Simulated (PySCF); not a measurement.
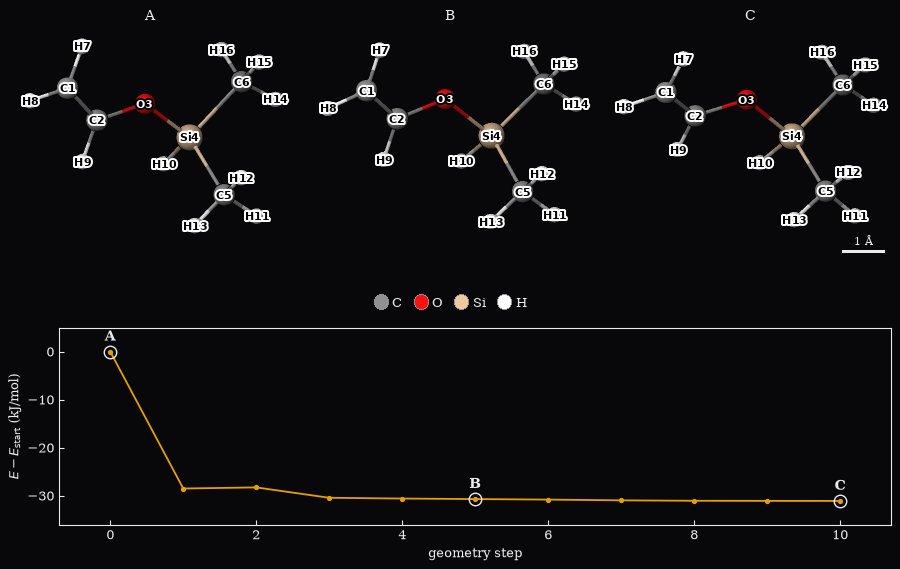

Frames of a relaxation of C$_{4}$H$_{10}$OSi, marked on the history of the run. Style: ball-and-stick. Shown at a tilt.

The start comes from GFN2-xTB. Its atoms were then displaced at random by about 0.01 Å.

Level of theory: PBE0-D3(BJ)/def2-SVP geometry optimisation, gas phase (PySCF 2.14.0, density-fitted response routines). 

Q: What happens along the run?

A: The largest move after the best rigid fit is that of H9, 0.54 Å. By element the largest moves are H 0.54 Å, O 0.19 Å, C 0.15 Å, Si 0.09 Å. Among the contacts that change: O3–Si4 1.584 → 1.690 Å, Si4–C5 1.922 → 1.868 Å, Si4–C6 1.907 → 1.862 Å, C1–H8 1.051 → 1.090 Å. Bond angles that change, for instance: C2–O3–Si4 131.4° → 125.8°, O3–Si4–H10 111.1° → 107.3°, C2–C1–H8 123.1° → 119.9°. Over 10 geometry steps the energy falls by 31.1 kJ/mol. From step 0 to 5: H7 moves most (0.21 Å), energy −30.7 kJ/mol. From step 5 to 10: H9 moves most (0.43 Å), energy −0.39 kJ/mol.
